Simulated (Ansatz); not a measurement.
# CHClF2 (difluorochloromethane): MP2/6-311+G(d,p)

Aim: the electronic atomisation energy of CHClF2 (difluorochloromethane) at MP2/6-311+G**, from 5 runs. 

The results are computed with Ansatz 0.2.0.

69 further runs of the same task are left out: 69 set aside as unsound or not needed.

**1. The system as given**

CHClF2: 5 atoms, total charge 0, spin state singlet. As SMILES, `FC(F)Cl`. The coordinates come from a PBE0-D4/def2-TZVP relaxation.

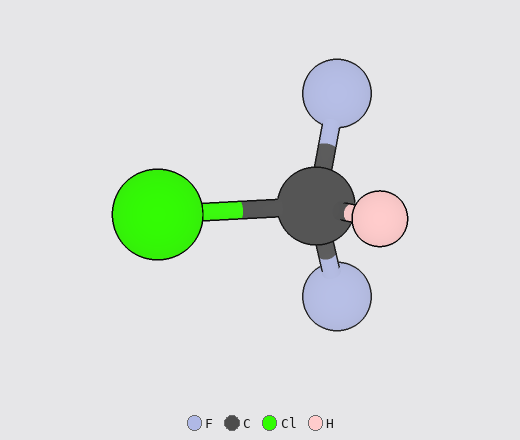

Viewed from a chosen angle; fluorine light blue, carbon dark grey, chlorine green, hydrogen pink.

**2. A single-point energy at MP2/6-311+G(d,p)**

Contents of molecule.yaml:

```yaml
crystal:
  periodic: [false, false, false]
  atoms:
    - {symbol: F, position_ang: [0.038900, -0.568100, 1.222300]}
    - {symbol: C, position_ang: [0.109400, 0.023600, 0.028300]}
    - {symbol: F, position_ang: [0.844200, -0.745900, -0.776900]}
    - {symbol: Cl, position_ang: [-1.511000, 0.208900, -0.640800]}
    - {symbol: H, position_ang: [0.568600, 1.007800, 0.125800]}
basis:
  gaussian:
    orbitals: 6-311+G_st__st_-spherical.json
correlation:
  method: mp2
  frozen_orbitals: {C: 1, Cl: 5, F: 1, H: 0}
accuracy: high
```

The basis set 6-311+G** is read from a file made from the Basis Set Exchange's data (not shown).

Command:

```bash
$ ansatz run molecule.yaml --threads 1 --pin off --max-ram 3480MiB --events-out events.jsonl --progress --plain --runs-dir runs
```

What it wrote:

```text
Warning: RAYON_NUM_THREADS=1 ignored (pool sized by the plan → 1); use --threads N
Functional definition: HF
  name "HF"
  exchange = exact_x
  correlation = 0
1863 factors; integrals over basis functions are off by at most 4.5e-9 eV
mean field evaluation 1: about -18961.0104 eV, gradient 3.5e1 eV
mean field evaluation 2: about -18961.0818 eV, gradient 3.5e1 eV
mean field evaluation 4: about -18963.5032 eV, gradient 2.7e0 eV
mean field evaluation 8: about -18963.5413 eV, gradient 2.5e-1 eV
mean field evaluation 16: about -18963.5416 eV, gradient 1.3e-8 eV
mean field -18963.54157320 eV, -696.8972988650 hartree, gradient 1.3e-8 eV, S^2 0.000000; 0 other end points of the search recorded, 0 dependent functions left out
8 core orbitals not correlated: weight in the atoms' cores, before any rotation towards them, 1.000 or more for the frozen orbitals, at most 0.000 for the correlated occupied ones
reference -18963.54157320 eV, -696.8972988650 hartree; 13, 13 occupied and 81, 81 virtual orbitals, 1863 factors
second order -18.89445960 eV of doubles, -0.00000000 eV of singles
Total energy: -18982.43603280 eV, -697.5916574482 hartree
```

Wall time 4.2 s (1 thread of Arm Neoverse V1, shared host); peak memory 0.26 GiB.

**3. The C atom at the same level**

Contents of input.yaml:

```yaml
crystal:
  periodic: [false, false, false]
  atoms:
    - {symbol: C, position_ang: [0.000000, 0.000000, 0.000000]}
basis:
  gaussian:
    orbitals: 6-311+G_st__st_.json
accuracy: high
correlation:
  method: mp2
  frozen_orbitals: {C: 1}
magnetization:
  spin_polarized: true
  initial_magnetization: 2
```

The basis set 6-311+G** is read from a file made from the Basis Set Exchange's data (not shown).

Command:

```bash
$ ansatz run input.yaml --threads 1 --pin off --max-ram 3480MiB --events-out events.jsonl --progress --plain --runs-dir runs
```

What it wrote:

```text
Warning: RAYON_NUM_THREADS=1 ignored (pool sized by the plan → 1); use --threads N
Functional definition: HF
  name "HF"
  exchange = exact_x
  correlation = 0
169 factors; integrals over basis functions are off by at most 2.6e-9 eV
mean field evaluation 1: about -1025.2324 eV, gradient 6.3e0 eV
mean field evaluation 2: about -1025.2341 eV, gradient 6.3e0 eV
mean field evaluation 4: about -1025.5842 eV, gradient 3.1e-1 eV
mean field evaluation 8: about -1025.5854 eV, gradient 5.6e-4 eV
mean field evaluation 16: about -1025.5854 eV, gradient 1.9e-2 eV
mean field evaluation 32: about -1025.5852 eV, gradient 2.8e-1 eV
mean field -1025.58544423 eV, -37.6895699085 hartree, gradient 1.3e-8 eV, S^2 2.007777; 3 other end points of the search recorded, 0 dependent functions left out
1 core orbitals not correlated: weight in the atoms' cores, before any rotation towards them, 1.000 or more for the frozen orbitals, at most 0.000 for the correlated occupied ones
reference -1025.58544423 eV, -37.6895699085 hartree; 3, 1 occupied and 18, 20 virtual orbitals, 169 factors
second order -1.53210116 eV of doubles, -0.00000000 eV of singles
Total energy: -1027.11754538 eV, -37.7458735875 hartree
```

It took 0.1 s on 1 thread of Arm Neoverse V1, shared host.

**4. The Cl atom, same level**

Contents of molecule.yaml:

```yaml
crystal:
  periodic: [false, false, false]
  atoms:
    - {symbol: Cl, position_ang: [0.000000, 0.000000, 0.000000]}
basis:
  gaussian: {orbitals: 6-311+G_st__st_-spherical.json}
magnetization: {spin_polarized: true, initial_magnetization: 1}
correlation: {method: mp2, frozen_orbitals: {Cl: 5}}
accuracy: high
```

The basis set 6-311+G** is read from a file made from the Basis Set Exchange's data (not shown).

Run the same way, it converges to -459.58616 Eh (log not shown).

**5. The F atom, same level**

Contents of molecule.yaml:

```yaml
crystal:
  periodic: [false, false, false]
  atoms:
    - {symbol: F, position_ang: [0.000000, 0.000000, 0.000000]}
basis:
  gaussian:
    orbitals: 6-311+G_st__st_.json
magnetization:
  spin_polarized: true
  initial_magnetization: 1
correlation:
  method: mp2
  frozen_orbitals: {F: 1}
accuracy: high
```

The basis set 6-311+G** is read from a file made from the Basis Set Exchange's data (not shown).

Run the same way, it converges to -99.55959 Eh (log not shown).

**6. The H atom: a single-point energy at UHF/6-311+G(d,p)**

Contents of job.yaml:

```yaml
crystal:
  periodic: [false, false, false]
  atoms:
    - symbol: H
      position_ang: [0.000000, 0.000000, 0.000000]
basis:
  gaussian: {orbitals: 6-311+G_st__st_.json}
magnetization: {spin_polarized: true, initial_magnetization: 1}
hamiltonian: {xc: hf}
accuracy: high
```

The basis set 6-311+G** is read from a file made from the Basis Set Exchange's data (not shown).

Command:

```bash
$ ansatz run job.yaml --threads 1 --pin off --max-ram 3480MiB --events-out events.jsonl --progress --plain --runs-dir runs
```

What it wrote:

```text
Warning: RAYON_NUM_THREADS=1 ignored (pool sized by the plan → 1); use --threads N
Functional definition: HF
  name "HF"
  exchange = exact_x
  correlation = 0
21 factors; integrals over basis functions are off by at most 2.5e-9 eV
mean field evaluation 1: about -13.5530 eV, gradient 1.7e0 eV
mean field evaluation 2: about -13.5530 eV, gradient 1.7e0 eV
mean field evaluation 4: about -13.6006 eV, gradient 3.0e-3 eV
mean field evaluation 8: about -13.6005 eV, gradient 1.7e-12 eV
mean field -13.60051793 eV, -0.4998098153 hartree, gradient 8.0e-8 eV, S^2 0.750000; 0 other end points of the search recorded, 0 dependent functions left out
reference -13.60051793 eV, -0.4998098153 hartree; 1, 0 occupied and 5, 6 virtual orbitals, 21 factors
Total energy: -13.60051793 eV, -0.4998098153 hartree
```

It took 0.04 s on 1 thread of Arm Neoverse V1, shared host.

**7. Summary of results**

At MP2/6-311+G**, 8 core orbitals frozen:

| quantity | value |
| --- | --- |
| molecule: total energy | -697.59166 Eh |
| molecule: correlation energy (8 core orbitals frozen) | -694.4 mEh |
| C atom: total energy | -37.74587 Eh |
| C atom: correlation energy (1 core orbital frozen) | -56.3 mEh |
| C atom: ⟨S²⟩ of the reference determinant | 2.008 |
| Cl atom: total energy | -459.58616 Eh |
| Cl atom: correlation energy (5 core orbitals frozen) | -111.9 mEh |
| Cl atom: ⟨S²⟩ of the reference determinant | 0.755 |
| F atom: total energy | -99.55959 Eh |
| F atom: correlation energy (1 core orbital frozen) | -159.7 mEh |
| F atom: ⟨S²⟩ of the reference determinant | 0.753 |
| H atom: total energy | -0.49981 Eh |
| H atom: ⟨S²⟩ | 0.750 |
| electronic atomisation energy | 17.433 eV |

Taking the molecule apart into free atoms costs 17.43 eV (402 kcal/mol), before zero-point energy and without spin-orbit coupling.
